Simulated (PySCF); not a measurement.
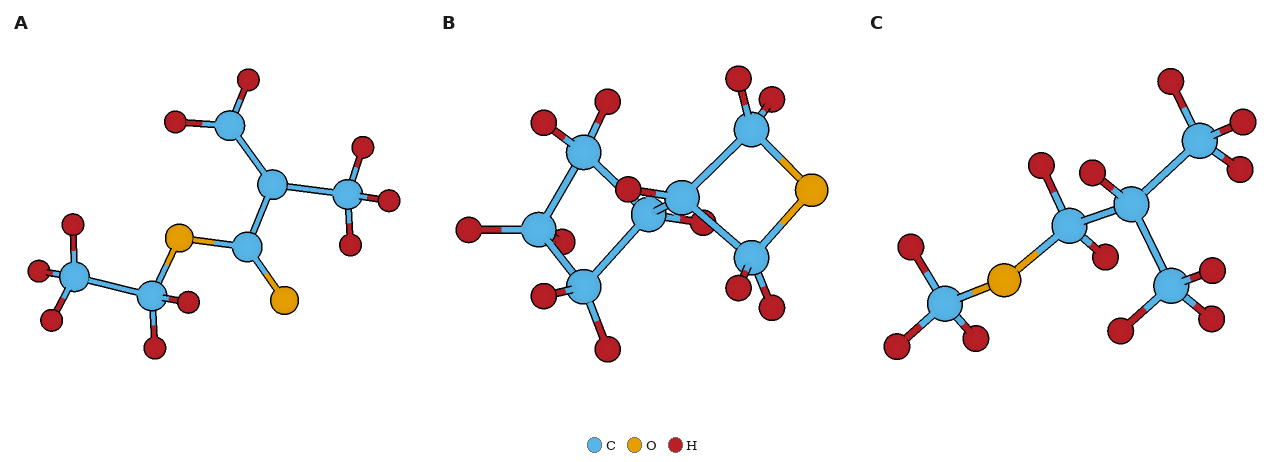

Simulated data, not a measurement (program: PySCF).

Question: Which panel belongs to which SMILES?
(1) C=C(C)C(=O)OCC
(2) C1CC(C2COC2)C1
(3) COCC(C)C

Answer: A is (1), B is (2), C is (3).
